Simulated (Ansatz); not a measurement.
**Nudged elastic band of Ge2H7Br (part 2 of 2)**

The same run, continued: Ge2H7Br; RKS B3LYP-D4/def2-SVP (Ansatz 0.2.0). It belongs to a series of runs on one base structure; here: band between the two ends.

Geometry of the input (Å):
```
Ge 0.2927  -0.0138  0.1302
Ge 0.3003  0.0109  2.5707
H  -1.0551  -0.4893  3.1272
H  1.3967  -0.9168  3.1348
H  0.5287  1.4357  3.1158
H  1.7507  -0.0292  -0.3786
H  -0.4142  1.2388  -0.4200
H  -0.4245  -1.2763  -0.3867
Br -3.6540  0.2345  1.0224
H  -2.8239  -0.1945  2.1066
```

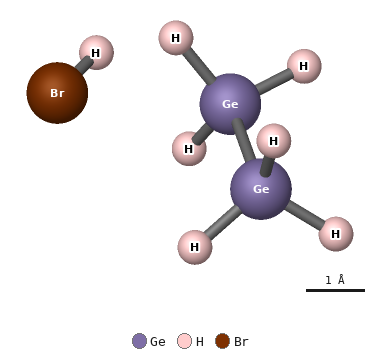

The structure as given in the input (ball-and-stick view, seen at a tilt). Sticks mark near contacts.

Log, continued:
```
NEB iter  45: max|band force component| = 7.580e-2 eV/Å  barrier→ = 1.8443 eV  barrier← = 2.3105 eV  CI = image 4  Δτ_max = 0.0144 Å  (152 SCF iters)
NEB iter  46: max|band force component| = 6.346e-2 eV/Å  barrier→ = 1.8439 eV  barrier← = 2.3101 eV  CI = image 4  Δτ_max = 0.0160 Å  (152 SCF iters)
NEB iter  47: max|band force component| = 6.042e-2 eV/Å  barrier→ = 1.8433 eV  barrier← = 2.3095 eV  CI = image 4  Δτ_max = 0.0170 Å  (159 SCF iters)
the calculation of the forces begins
reference -183177.91428837 eV, -6731.6641876477 hartree; 53, 53 occupied and 78, 78 virtual orbitals, 1399 factors
1399 factors; integrals over basis functions are off by at most 7.1e-4 eV
mean field evaluation 1984: about -183175.6036 eV, gradient 1.4e-1 eV
mean field -183175.60359188 eV, -6731.5792711180 hartree, gradient 1.7e-5 eV, S^2 0.000000; 1 other end points of the search recorded, 0 dependent functions left out
the calculation of the forces begins
reference -183175.60388352 eV, -6731.5792818357 hartree; 53, 53 occupied and 78, 78 virtual orbitals, 1399 factors
NEB iter  48: max|band force component| = 4.536e-2 eV/Å  barrier→ = 1.8427 eV  barrier← = 2.3088 eV  CI = image 4  Δτ_max = 0.0000 Å  (332 SCF iters)
```

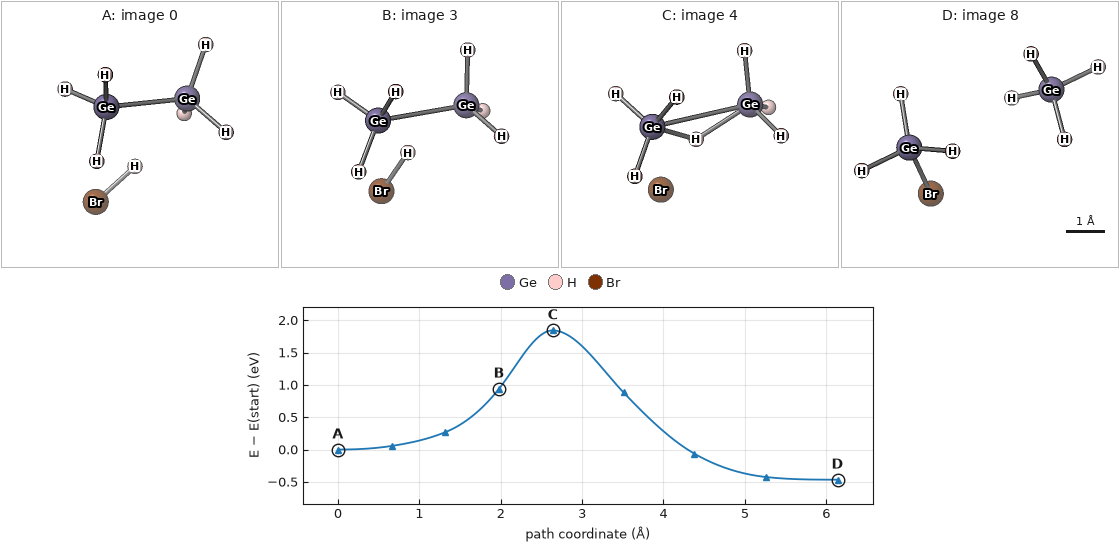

Images of the last band (counted from 0; ball-and-stick, seen at a tilt) above the energy along the path; the line is a cubic interpolation that uses the forces. The highest image is number 4, 1.843 eV above the start and 2.309 eV above the end (the climbing image); the end lies 0.466 eV below the start. The path is 6.14 Å long. The band converged in 48 iterations.

```
Total energy: -183175.96805862 eV, -6731.5926650237 hartree
Atom 0 at    -0.245210    -0.007521     0.007443 Å, force     0.002037    -0.000199    -0.010130 eV/Å
Atom 1 at    -0.060715    -0.042696     2.872462 Å, force    -0.003180     0.006340    -0.004986 eV/Å
Atom 2 at    -1.135747    -0.513085     3.861484 Å, force     0.001325     0.011144     0.010265 eV/Å
Atom 3 at     1.123337    -1.023430     2.789962 Å, force    -0.007614    -0.005201    -0.004248 eV/Å
Atom 4 at     0.409361     1.396371     3.132436 Å, force     0.012664     0.000061    -0.004893 eV/Å
Atom 5 at     1.279224     0.139872     0.299943 Å, force    -0.010207    -0.009077     0.006190 eV/Å
Atom 6 at    -0.667582     1.178333    -0.856622 Å, force     0.006323     0.009385     0.014906 eV/Å
Atom 7 at    -0.540975    -1.431534    -0.461804 Å, force    -0.002536     0.008756    -0.006485 eV/Å
Atom 8 at    -3.074307     0.257135     0.858049 Å, force    -0.007107    -0.026172    -0.014356 eV/Å
Atom 9 at    -1.189986     0.046554     1.519048 Å, force     0.008295     0.004965     0.013737 eV/Å
Dipole moment:     1.072892    -0.114474     0.150955 e Å
this run last wrote the band of iteration 48 to [file]
```

The last band as extended XYZ (Å, eV, eV/Å):
```
10
Properties=species:S:1:pos:R:3:forces:R:3 image=0 energy=-183177.81047
Ge    0.2927   -0.0138    0.1302    0.0000  -0.0006  -0.0289
Ge    0.3003    0.0109    2.5707    0.0203   0.0084   0.0030
H    -1.0551   -0.4893    3.1272   -0.0204  -0.0053   0.0116
H     1.3967   -0.9168    3.1348   -0.0040  -0.0033  -0.0004
H     0.5287    1.4357    3.1158    0.0007   0.0005   0.0014
H     1.7507   -0.0292   -0.3786   -0.0031   0.0047   0.0044
H    -0.4142    1.2388   -0.4200   -0.0001  -0.0094   0.0034
H    -0.4245   -1.2763   -0.3867    0.0062   0.0034   0.0018
Br   -3.6540    0.2345    1.0224    0.0075  -0.0006   0.0070
H    -2.8239   -0.1945    2.1066   -0.0073   0.0023  -0.0032
10
Properties=species:S:1:pos:R:3:forces:R:3 image=1 energy=-183177.75487
Ge    0.1792   -0.0211    0.1626    0.0469  -0.0022  -0.0018
Ge    0.2277    0.0007    2.6094    0.0424   0.0024  -0.0107
H    -1.0834   -0.4906    3.2755   -0.0002   0.0074  -0.0788
H     1.3497   -0.9567    3.0574    0.0205   0.0041   0.0618
H     0.5087    1.4182    3.1455    0.0201   0.0004   0.0060
H     1.6586    0.0533   -0.2656    0.0294  -0.0089  -0.0768
H    -0.5874    1.1681   -0.4414    0.0209   0.0055   0.0466
H    -0.4338   -1.3374   -0.3553    0.0188   0.0045   0.0128
Br   -3.5375    0.2823    1.0422   -0.0765   0.0070  -0.0085
H    -2.3844   -0.1168    1.7920   -0.1222  -0.0203   0.0494
10
Properties=species:S:1:pos:R:3:forces:R:3 image=2 energy=-183177.54280
Ge    0.0606   -0.0345    0.1875    0.1301  -0.0127   0.0580
Ge    0.1304   -0.0263    2.6670    0.0900   0.0097  -0.0563
H    -1.0686   -0.5185    3.5106   -0.0128   0.0118  -0.1920
H     1.3100   -0.9819    2.9290    0.0727   0.0092   0.1102
H     0.4806    1.3997    3.1338    0.0486   0.0031   0.0156
H     1.5707    0.1153   -0.0657    0.1278  -0.0398  -0.1753
H    -0.6836    1.1121   -0.5237    0.0393  -0.0067   0.1521
H    -0.4454   -1.3806   -0.3699    0.0508   0.0175   0.0444
Br   -3.4108    0.2698    1.0752   -0.2277   0.0079   0.0325
H    -2.0466    0.0450    1.4787   -0.3188  -0.0001   0.0110
10
Properties=species:S:1:pos:R:3:forces:R:3 image=3 energy=-183176.86881
Ge   -0.0839   -0.0189    0.1253    0.4680  -0.0398   0.3161
Ge    0.0186   -0.0353    2.7436    0.1429   0.0197  -0.3325
H    -1.0802   -0.5139    3.7333    0.0477   0.0509  -0.3425
H     1.2079   -1.0093    2.8148    0.1247  -0.0052   0.1295
H     0.4357    1.3977    3.1281    0.0650  -0.0165   0.0093
H     1.4367    0.1428    0.1529    0.4491  -0.0619  -0.3136
H    -0.6951    1.1286   -0.7167    0.0618  -0.1259   0.3525
H    -0.5139   -1.3955   -0.4247    0.0901   0.1000   0.0942
Br   -3.1475    0.2232    1.0214   -0.1617  -0.0306   0.3158
H    -1.6810    0.0807    1.4444   -1.2876   0.1095  -0.2287
10
Properties=species:S:1:pos:R:3:forces:R:3 image=4 energy=-183175.96777
Ge   -0.2452   -0.0075    0.0074    0.0020  -0.0002  -0.0101
Ge   -0.0607   -0.0427    2.8725   -0.0032   0.0063  -0.0050
H    -1.1357   -0.5131    3.8615    0.0013   0.0111   0.0103
H     1.1233   -1.0234    2.7900   -0.0076  -0.0052  -0.0042
H     0.4094    1.3964    3.1324    0.0127   0.0001  -0.0049
H     1.2792    0.1399    0.2999   -0.0102  -0.0091   0.0062
H    -0.6676    1.1783   -0.8566    0.0063   0.0094   0.0149
H    -0.5410   -1.4315   -0.4618   -0.0025   0.0088  -0.0065
Br   -3.0743    0.2571    0.8580   -0.0071  -0.0262  -0.0144
H    -1.1900    0.0466    1.5190    0.0083   0.0050   0.0137
10
Properties=species:S:1:pos:R:3:forces:R:3 image=5 energy=-183176.92712
Ge   -0.4633    0.0508   -0.1874   -0.3953   0.1000  -0.3327
Ge   -0.0870   -0.0843    3.0536    0.0018  -0.0586   0.2918
H    -1.1152   -0.5191    4.0974    0.1136  -0.0186   0.4217
H     1.0990   -1.0485    2.8951    0.0180  -0.0247   0.1183
H     0.3967    1.3667    3.2132    0.0248  -0.0246   0.1119
H     0.9816    0.2276    0.4151   -0.5229   0.1626   0.1500
H    -0.5789    1.1748   -1.2063    0.0682  -0.0011  -0.5478
H    -0.5393   -1.4278   -0.5839   -0.0291   0.0071  -0.2139
Br   -2.8492    0.3722    0.5424    0.3369   0.1120  -0.4468
H    -0.9470   -0.1125    1.7832    0.3841  -0.2542   0.4476
10
Properties=species:S:1:pos:R:3:forces:R:3 image=6 energy=-183177.87314
Ge   -0.5203    0.1090   -0.4299   -0.0661   0.0623  -0.2193
Ge   -0.1030   -0.1477    3.2158    0.0054  -0.0609   0.1405
H    -1.0341   -0.4971    4.3823    0.1276  -0.0017   0.2766
H     1.1280   -1.0667    3.1304    0.0506  -0.0196   0.1548
H     0.3488    1.3251    3.2621   -0.0164  -0.0338   0.0519
H     0.7070    0.3939    0.4646   -0.2765   0.1666   0.0494
H    -0.4585    1.0594   -1.6228    0.0793  -0.0837  -0.3516
H    -0.5429   -1.3987   -0.7256    0.0003   0.0346  -0.1533
Br   -2.6883    0.5852    0.3775    0.1066   0.1403  -0.1336
H    -0.9393   -0.3623    1.9679   -0.0108  -0.2041   0.1845
10
Properties=species:S:1:pos:R:3:forces:R:3 image=7 energy=-183178.23547
Ge   -0.5235    0.1650   -0.6114   -0.0069   0.0227  -0.0409
Ge   -0.1257   -0.2254    3.3598    0.0042  -0.0174   0.0332
H    -0.8003   -0.5476    4.7039    0.0379  -0.0005   0.0627
H     1.1504   -1.0717    3.1882    0.0163  -0.0048   0.0369
H     0.2456    1.2684    3.3010   -0.0144  -0.0122  -0.0002
H     0.5643    0.6006    0.3844   -0.0416   0.0407  -0.0089
H    -0.3196    0.8393   -1.9752    0.0247  -0.0241  -0.0605
H    -0.5843   -1.3672   -0.7159   -0.0069   0.0059  -0.0210
Br   -2.6041    0.8954    0.1594    0.0005   0.0441  -0.0485
H    -1.1053   -0.5569    2.2281   -0.0139  -0.0545   0.0471
10
Properties=species:S:1:pos:R:3:forces:R:3 image=8 energy=-183178.27660
Ge   -0.4938    0.2294   -0.6811    0.0001  -0.0094  -0.0143
Ge   -0.1594   -0.2988    3.4405   -0.0022  -0.0006   0.0094
H    -0.4855   -0.6800    4.8965    0.0009  -0.0001   0.0001
H     1.0811   -1.0863    2.9745   -0.0007   0.0018  -0.0052
H     0.1355    1.2097    3.3545   -0.0019   0.0007  -0.0045
H     0.5359    0.8780    0.2577    0.0007   0.0018   0.0082
H    -0.2250    0.6000   -2.1490   -0.0001   0.0039   0.0016
H    -0.5471   -1.2942   -0.4868   -0.0029   0.0017   0.0030
Br   -2.5902    1.0850   -0.1193    0.0038   0.0004   0.0028
H    -1.3541   -0.6427    2.5347    0.0024  -0.0003  -0.0012
```

Summary:

```tsv
quantity	value
outcome	converged
barrier, forward	1.843 eV
barrier, backward	2.309 eV
wall time	15 min (CPU time 55 min)
peak memory	0.43 GiB
```

Remarks:

The order of the saddle point was not checked.
